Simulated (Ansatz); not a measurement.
## Single-point calculation of Ge$_{2}$H (part 1 of 2)

System: Ge$_{2}$H (slab, 3 atoms in the cell).
Method: DFT PBE+D3(BJ), scalar-relativistic, plane waves, PAW, PAW set soft_1, spin-polarised (Ansatz 0.2.0).

Figures and captions count atoms from 1; the log counts them from 0 in places.

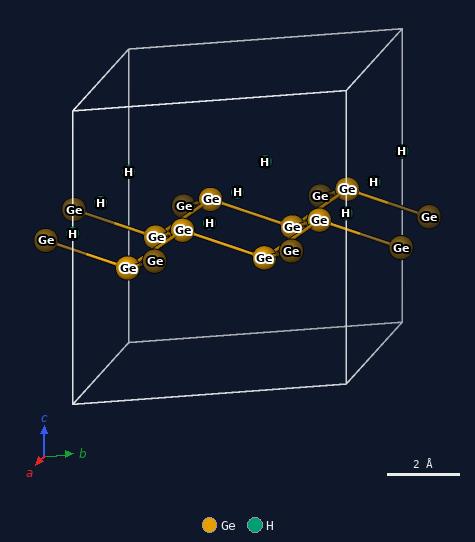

*The input geometry (ball-and-stick view of the 2 × 2 repeat of the cell, with the vacuum cut short, seen slightly off an axis; neighbours outside the cell are drawn fainter). An atom can appear more than once, as a periodic image.*

The input
```yaml
crystal:
  lattice:
    - [4.0226895335, 0.0, 0.0]
    - [-2.0113447668, 3.4837513276, 0.0]
    - [0.0, 0.0, 17.6842610211]
  atoms:
    - { symbol: Ge, position: [0.3333333333, 0.6666666667, 0.2648830514] }
    - { symbol: Ge, position: [0.6666666667, 0.3333333333, 0.2261898303] }
    - { symbol: H, position: [1.0, 0.0, 0.3039007971], spin: 1.0 }
basis:
  ecutwfc: 420
kpoints:
  mp_grid: { grid: [9, 9, 1] }
hamiltonian:
  xc: pbe
  pseudopotentials: { kind: paw, azcp: { folder: soft_1 } }
  dispersion: d3bj
scf:
  occupations: { method: gaussian, width: 0.1 }
output:
  forces: true
  eigenvalues: true
  populations: true
  write_density: true
  write_potential: true
  elf: true
  volumetric_format: npy
magnetization:
  spin_polarized: true
efield:
  axis: 3
  dipole_correction: true
  ramp_width: 0.04
```

Command:
```bash
ansatz run input.yaml --threads 1 --pin off --max-ram 3072MiB --backend cpu --events-out ev --progress --plain --runs-dir out
```

What the program printed
```
Engine: ansatz 0.2.0, x86_64-unknown-linux-gnu
Pseudopotentials: kind: paw
Pseudopotential: Ge, paw, valence charge 14, recommended cutoff 420 eV (normal), [file]
Pseudopotential: H, paw, valence charge 1, recommended cutoff 420 eV (normal), [file]
Functional definition: PBE
  parameter kappa = 0.804
  parameter beta = 0.06672455060314922
  exchange = pbe_x(kappa = kappa, mu = beta*pi^2/3)
  correlation = pbe_c(beta = beta)
Crystal: 3 atoms, lattice volume = 247.828 Å³
Basis set: ecut = 420 eV, 4895 PW (Γ), exchange–correlation on 54×54×240 points (8 copies of the dense FFT grid, shifted against one another)
Bands: 19, of which v1, the nominal top of the filled ones, is band 15 counted from 1 (14 counted from 0)
Symmetry: 6 space group operations
k-points: 12 of 81 (time reversal used)
Non-local potential: Ge, projectors of the file, l = 0: 2, l = 1: 2, l = 2: 3, l = 3: 1
Non-local potential: H, projectors of the file, l = 0: 2, l = 1: 1
PAW form: soft (Blöchl's): semilocal exchange-correlation on the pseudo side does not see the compensation charge
PAW one-centre angular grid: Ge, 590 points (default); XC on 64 Gauss nodes
PAW one-centre angular grid: H, 110 points (default); XC on 64 Gauss nodes
Starting moments: Σ|m| = 1 μB on 1 of 3 sites
Initial wavefunctions: pseudopotential atomic-orbital guess
Functional: x = pbe(κ = 0.804, μ = 0.2195149727645171), c = pbe(β = 0.06672455060314922)
iter 1 solved again at ethr=2.07e-3 eV; its pass at ethr=3.10e-3 eV (dr2=6.00e-1 eV) is discarded
SCF iter   1: F=—  HF=-8603.290318 eV  |F-HF|=—  |Δ(HF+E_count)|=         —  Δρ=7.85e-3 (↑7.09e-3 ↓7.85e-3)  dr2=6.08e-1  dr2_m=2.23e-2  M=0.862 μB ∫|m|=0.869 μB  β_m=0.30  ethr=2.07e-3  p=-0.000 e·Å  D=-2.12e-7 V/Å  ΔV_dip=0.00 eV  dr2_dipole=4.89e-3  V_vac-E_F(+/−)=5.80/5.80 eV  ⟨swp⟩=1.0  Hψ=3110  notcnv=0
efield: sawtooth ramp at fractional position 0.7450 (placed from the atoms, in the widest stretch of the axis that holds none; the zero of the levels goes with the place), width 0.0400; the density the first Hamiltonian is built on has a dipole p = -0.000 e·Å; the dipole correction subtracts the counter field D = -2.12e-7 V/Å, which shifts the + side's vacuum level by +0.00 eV against the − side's; the planar-averaged density in the ramp window peaks in size at 3.2e-7 e/Å³
preconditioner: auto → LDOS  [metal: Δε(μ)=0.028 eV  Ē_g=8.838 eV  σ=0.100 eV  W_gap=0.16  n_scr=28 (ndim 8)  ℏωp=7.1 eV  f_vac=0.711  D(μ)=0.95/eV (n_scr^D=4)]
spin=Collinear: LDOS preconditioning applied to the charge; magnetization (m = ρ↑ − ρ↓) channel mixes plain (no charge-response kernel on spin).
SCF iter   2: F=—  HF=-8603.304874 eV  |F-HF|=—  |Δ(HF+E_count)|=   1.46e-2  Δρ=6.60e-3 (↑4.76e-3 ↓6.60e-3)  dr2=3.18e-1  dr2_m=2.09e-2  M=0.789 μB ∫|m|=0.796 μB  β_m=0.30  ethr=2.07e-3  p=-0.007 e·Å  D=-4.88e-3 V/Å  ΔV_dip=0.09 eV  dr2_dipole=5.24e-3  V_vac-E_F(+/−)=5.57/5.48 eV  ⟨swp⟩=2.4  Hψ=593  notcnv=0  κ⁻¹=1.0e0(r=1)
SCF iter   3: F=—  HF=-8603.304853 eV  |F-HF|=—  |Δ(HF+E_count)|=   2.20e-5  Δρ=4.98e-3 (↑2.35e-3 ↓4.98e-3)  dr2=4.61e-2  dr2_m=2.66e-2  M=0.655 μB ∫|m|=0.663 μB  β_m=0.30  ethr=1.10e-3  p=-0.020 e·Å  D=-1.44e-2 V/Å  ΔV_dip=0.26 eV  dr2_dipole=1.45e-3  V_vac-E_F(+/−)=5.01/4.75 eV  ⟨swp⟩=3.4  Hψ=865  notcnv=0  defer=4  κ⁻¹=2.7e-2(r=2)
SCF iter   4: F=—  HF=-8603.358366 eV  |F-HF|=—  |Δ(HF+E_count)|=   5.35e-2  Δρ=4.56e-3 (↑2.05e-3 ↓4.56e-3)  dr2=3.83e-2  dr2_m=2.39e-2  M=0.581 μB ∫|m|=0.589 μB  β_m=0.30  ethr=1.59e-4  p=-0.021 e·Å  D=-1.53e-2 V/Å  ΔV_dip=0.27 eV  dr2_dipole=2.44e-3  V_vac-E_F(+/−)=4.94/4.67 eV  ⟨swp⟩=2.0  Hψ=707  notcnv=0  defer=7  κ⁻¹=2.3e-2(r=3)
SCF iter   5: F=—  HF=-8603.394897 eV  |F-HF|=—  |Δ(HF+E_count)|=   3.65e-2  Δρ=3.90e-3 (↑1.79e-3 ↓3.90e-3)  dr2=2.91e-2  dr2_m=1.79e-2  M=0.557 μB ∫|m|=0.564 μB  β_m=0.30  ethr=1.32e-4  p=-0.023 e·Å  D=-1.70e-2 V/Å  ΔV_dip=0.30 eV  dr2_dipole=2.21e-3  V_vac-E_F(+/−)=4.87/4.57 eV  ⟨swp⟩=2.0  Hψ=538  notcnv=0  defer=7  κ⁻¹=2.5e-4(r=4)
SCF iter   6: F=—  HF=-8603.415966 eV  |F-HF|=—  |Δ(HF+E_count)|=   2.11e-2  Δρ=3.13e-3 (↑1.72e-3 ↓3.13e-3)  dr2=1.20e-2  dr2_m=1.32e-2  M=0.540 μB ∫|m|=0.547 μB  β_m=0.30  ethr=1.00e-4  p=-0.028 e·Å  D=-2.04e-2 V/Å  ΔV_dip=0.36 eV  dr2_dipole=8.78e-4  V_vac-E_F(+/−)=4.82/4.46 eV  ⟨swp⟩=1.9  Hψ=494  notcnv=0  defer=7  κ⁻¹=6.9e-5(r=5)
SCF iter   7: F=—  HF=-8603.430731 eV  |F-HF|=—  |Δ(HF+E_count)|=   1.48e-2  Δρ=2.56e-3 (↑1.55e-3 ↓2.56e-3)  dr2=6.21e-3  dr2_m=9.48e-3  M=0.528 μB ∫|m|=0.535 μB  β_m=0.30  ethr=4.15e-5  p=-0.031 e·Å  D=-2.25e-2 V/Å  ΔV_dip=0.40 eV  dr2_dipole=4.61e-4  V_vac-E_F(+/−)=4.80/4.41 eV  ⟨swp⟩=2.0  Hψ=504  notcnv=0  defer=7  κ⁻¹=1.2e-5(r=6)
SCF iter   8: F=—  HF=-8603.440896 eV  |F-HF|=—  |Δ(HF+E_count)|=   1.02e-2  Δρ=2.16e-3 (↑1.36e-3 ↓2.16e-3)  dr2=3.99e-3  dr2_m=6.98e-3  M=0.516 μB ∫|m|=0.521 μB  β_m=0.30  ethr=2.14e-5  p=-0.033 e·Å  D=-2.38e-2 V/Å  ΔV_dip=0.42 eV  dr2_dipole=3.22e-4  V_vac-E_F(+/−)=4.79/4.37 eV  ⟨swp⟩=2.0  Hψ=515  notcnv=0  defer=7  κ⁻¹=1.2e-6(r=7)
SCF iter   9: F=—  HF=-8603.447776 eV  |F-HF|=—  |Δ(HF+E_count)|=   6.88e-3  Δρ=1.73e-3 (↑1.49e-3 ↓1.73e-3)  dr2=3.11e-4  dr2_m=5.88e-3  M=0.492 μB ∫|m|=0.497 μB  β_m=1.20  ethr=1.37e-5  p=-0.037 e·Å  D=-2.70e-2 V/Å  ΔV_dip=0.48 eV  dr2_dipole=1.46e-5  V_vac-E_F(+/−)=4.80/4.32 eV  ⟨swp⟩=2.0  Hψ=538  notcnv=0  defer=7
Mixer restart at iter 9: flushing history
spin-set hold released at iteration 9 (site moments contracting): the magnetisation degrees of freedom join the quasi-Newton model from the next iteration; the mixer history was flushed
SCF iter  10: F=—  HF=-8603.467186 eV  |F-HF|=—  |Δ(HF+E_count)|=   1.94e-2  Δρ=1.56e-3 (↑1.44e-3 ↓1.56e-3)  dr2=1.07e-3  dr2_m=5.04e-3  M=0.340 μB ∫|m|=0.345 μB  β_m=0.30  ethr=1.07e-6  p=-0.037 e·Å  D=-2.71e-2 V/Å  ΔV_dip=0.48 eV  dr2_dipole=1.53e-4  V_vac-E_F(+/−)=4.79/4.31 eV  ⟨swp⟩=3.1  Hψ=691  notcnv=0  defer=7
density mixer auto → msr1: a metal under ldos (density of states about μ 0.93 of a free-electron gas's, 28 screened modes)
SCF iter  11: F=—  HF=-8603.470869 eV  |F-HF|=—  |Δ(HF+E_count)|=   3.68e-3  Δρ=1.60e-3 (↑1.49e-3 ↓1.60e-3)  dr2=9.33e-4  dr2_m=5.36e-3  M=0.308 μB ∫|m|=0.313 μB  β_m=0.65  ethr=1.07e-6  p=-0.038 e·Å  D=-2.76e-2 V/Å  ΔV_dip=0.49 eV  dr2_dipole=1.41e-4  V_vac-E_F(+/−)=4.79/4.31 eV  ⟨swp⟩=2.0  Hψ=570  notcnv=0  defer=7
SCF iter  12: F=-8603.484362 eV  HF=-8603.474864 eV  |F-HF|=9.50e-3  |Δ(HF+E_count)|=   3.99e-3  Δρ=1.53e-3 (↑1.50e-3 ↓1.53e-3)  dr2=4.41e-4  dr2_m=5.16e-3  M=0.264 μB ∫|m|=0.269 μB  β_m=0.69  ethr=1.07e-6  p=-0.040 e·Å  D=-2.91e-2 V/Å  ΔV_dip=0.51 eV  dr2_dipole=3.96e-5  V_vac-E_F(+/−)=4.81/4.29 eV  ⟨swp⟩=2.0  Hψ=561  notcnv=0  defer=7
SCF iter  13: F=-8603.492726 eV  HF=-8603.485764 eV  |F-HF|=6.96e-3  |Δ(HF+E_count)|=   1.09e-2  Δρ=1.44e-3 (↑1.40e-3 ↓1.44e-3)  dr2=2.08e-4  dr2_m=4.54e-3  M=0.183 μB ∫|m|=0.190 μB  β_m=0.14  ethr=1.07e-6  p=-0.042 e·Å  D=-3.09e-2 V/Å  ΔV_dip=0.55 eV  dr2_dipole=1.16e-5  V_vac-E_F(+/−)=4.83/4.28 eV  ⟨swp⟩=3.4  Hψ=756  notcnv=0  defer=7
SCF iter  14: F=-8603.497361 eV  HF=-8603.489493 eV  |F-HF|=7.87e-3  |Δ(HF+E_count)|=   3.73e-3  Δρ=1.20e-3 (↑1.20e-3 ↓1.18e-3)  dr2=3.06e-4  dr2_m=3.14e-3  M=0.133 μB ∫|m|=0.141 μB  β_m=0.93  ethr=7.19e-7  p=-0.044 e·Å  D=-3.22e-2 V/Å  ΔV_dip=0.57 eV  dr2_dipole=8.58e-7  V_vac-E_F(+/−)=4.84/4.27 eV  ⟨swp⟩=3.3  Hψ=782  notcnv=0  defer=6
SCF iter  15: F=-8603.504321 eV  HF=-8603.504747 eV  |F-HF|=4.26e-4  |Δ(HF+E_count)|=   1.53e-2  Δρ=3.16e-4 (↑3.16e-4 ↓3.16e-4)  dr2=7.57e-4  dr2_m=1.74e-4  M=0.015 μB ∫|m|=0.028 μB  β_m=0.82  ethr=7.19e-7  p=-0.048 e·Å  D=-3.53e-2 V/Å  ΔV_dip=0.62 eV  dr2_dipole=1.35e-4  V_vac-E_F(+/−)=4.85/4.23 eV  ⟨swp⟩=3.6  Hψ=990  notcnv=0  defer=5
SCF iter  16: F=-8603.504753 eV  HF=-8603.504334 eV  |F-HF|=4.19e-4  |Δ(HF+E_count)|=   4.13e-4  Δρ=3.63e-4 (↑3.53e-4 ↓3.63e-4)  dr2=3.01e-5  dr2_m=2.85e-4  M=0.025 μB ∫|m|=0.030 μB  β_m=0.88  ethr=7.19e-7  p=-0.044 e·Å  D=-3.25e-2 V/Å  ΔV_dip=0.57 eV  dr2_dipole=8.32e-8  V_vac-E_F(+/−)=4.82/4.25 eV  ⟨swp⟩=2.0  Hψ=859  notcnv=0  defer=4
SCF iter  17: F=-8603.505222 eV  HF=-8603.505224 eV  |F-HF|=1.84e-6  |Δ(HF+E_count)|=   8.90e-4  Δρ=5.74e-5 (↑5.74e-5 ↓3.82e-5)  dr2=1.07e-5  dr2_m=2.70e-6  M=-0.000 μB ∫|m|=0.003 μB  β_m=0.85  ethr=1.04e-7  p=-0.044 e·Å  D=-3.24e-2 V/Å  ΔV_dip=0.57 eV  dr2_dipole=9.92e-8  V_vac-E_F(+/−)=4.82/4.25 eV  ⟨swp⟩=3.0  Hψ=900  notcnv=0  defer=4
SCF iter  18: F=-8603.505228 eV  HF=-8603.505227 eV  |F-HF|=6.37e-7  |Δ(HF+E_count)|=   3.21e-6  Δρ=3.51e-5 (↑3.51e-5 ↓1.54e-5)  dr2=2.27e-6  dr2_m=1.32e-6  M=0.001 μB ∫|m|=0.002 μB  β_m=0.92  ethr=3.69e-8  p=-0.044 e·Å  D=-3.24e-2 V/Å  ΔV_dip=0.57 eV  dr2_dipole=1.05e-7  V_vac-E_F(+/−)=4.82/4.25 eV  ⟨swp⟩=2.0  Hψ=826  notcnv=0  defer=4
SCF iter  19: F=-8603.505225 eV  HF=-8603.505221 eV  |F-HF|=4.17e-6  |Δ(HF+E_count)|=   6.46e-6  Δρ=4.33e-5 (↑4.33e-5 ↓4.00e-5)  dr2=1.51e-6  dr2_m=3.81e-6  M=0.003 μB ∫|m|=0.003 μB  β_m=0.85  ethr=7.81e-9  p=-0.044 e·Å  D=-3.23e-2 V/Å  ΔV_dip=0.57 eV  dr2_dipole=2.42e-7  V_vac-E_F(+/−)=4.82/4.25 eV  ⟨swp⟩=2.1  Hψ=805  notcnv=0  defer=4
SCF iter  20: F=-8603.505230 eV  HF=-8603.505230 eV  |F-HF|=2.43e-7  |Δ(HF+E_count)|=   9.05e-6  Δρ=1.86e-5 (↑1.27e-5 ↓1.86e-5)  dr2=7.10e-7  dr2_m=5.11e-7  M=-0.001 μB ∫|m|=0.001 μB  β_m=0.78  ethr=5.22e-9  p=-0.044 e·Å  D=-3.24e-2 V/Å  ΔV_dip=0.57 eV  dr2_dipole=6.30e-8  V_vac-E_F(+/−)=4.82/4.25 eV  ⟨swp⟩=3.5  Hψ=888  notcnv=0  defer=4
SCF iter  21: F=-8603.505231 eV  HF=-8603.505231 eV  |F-HF|=4.16e-8  |Δ(HF+E_count)|=   1.33e-6  Δρ=4.55e-6 (↑2.74e-6 ↓4.55e-6)  dr2=3.74e-8  dr2_m=2.68e-8  M=-0.000 μB ∫|m|=0.000 μB  β_m=0.74  ethr=3.45e-10  p=-0.044 e·Å  D=-3.24e-2 V/Å  ΔV_dip=0.57 eV  dr2_dipole=1.73e-9  V_vac-E_F(+/−)=4.82/4.25 eV  ⟨swp⟩=10.6  Hψ=3528  notcnv=0
SCF iter  22: F=-8603.505231 eV  HF=-8603.505231 eV  |F-HF|=8.38e-9  |Δ(HF+E_count)|=   9.63e-8  Δρ=1.09e-6 (↑7.64e-7 ↓1.09e-6)  dr2=2.84e-9  dr2_m=1.67e-9  M=-0.000 μB ∫|m|=0.000 μB  β_m=0.86  ethr=1.29e-10  p=-0.044 e·Å  D=-3.24e-2 V/Å  ΔV_dip=0.57 eV  dr2_dipole=2.07e-10  V_vac-E_F(+/−)=4.82/4.25 eV  ⟨swp⟩=10.3  Hψ=2889  notcnv=0
SCF iter  23: F=-8603.505231 eV  HF=-8603.505231 eV  |F-HF|=1.19e-9  |Δ(HF+E_count)|=   1.26e-8  Δρ=2.31e-7 (↑2.31e-7 ↓2.30e-7)  dr2=4.44e-11  dr2_m=1.14e-10  M=-0.000 μB ∫|m|=0.000 μB  β_m=0.93  ethr=9.79e-12  p=-0.044 e·Å  D=-3.24e-2 V/Å  ΔV_dip=0.57 eV  dr2_dipole=5.52e-12  V_vac-E_F(+/−)=4.82/4.25 eV  ⟨swp⟩=9.4  Hψ=2552  notcnv=0
SCF iter  24: F=-8603.505231 eV  HF=-8603.505231 eV  |F-HF|=8.55e-11  |Δ(HF+E_count)|=   1.42e-9  Δρ=8.53e-8 (↑7.78e-8 ↓8.53e-8)  dr2=1.02e-11  dr2_m=1.31e-11  M=-0.000 μB ∫|m|=0.000 μB  ethr=1.00e-12  p=-0.044 e·Å  D=-3.24e-2 V/Å  ΔV_dip=0.57 eV  dr2_dipole=2.85e-14  V_vac-E_F(+/−)=4.82/4.25 eV  ⟨swp⟩=7.8  Hψ=2343  notcnv=0
SCF 1 converged in 24 iterations: F = -8603.505231 eV  dr2 = 1.02e-11
  greatest PAW one-centre occupation: 0.998 electrons in one spin orbital (limit 2), on the Ge atom at site 1 (counted from 0), in its partial waves of l = 2
```

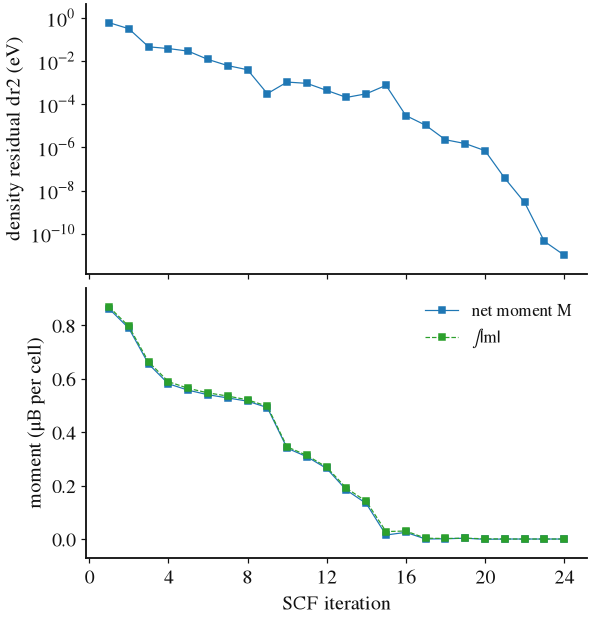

*Convergence of the self-consistent field: density residual dr2 and magnetic moment against the SCF iteration.*

The residual falls unevenly and jumps up by a factor of two or more 2 times on the way down. The net moment goes from 0.9 to 0.0 μB per cell, and ∫|m| falls to zero.
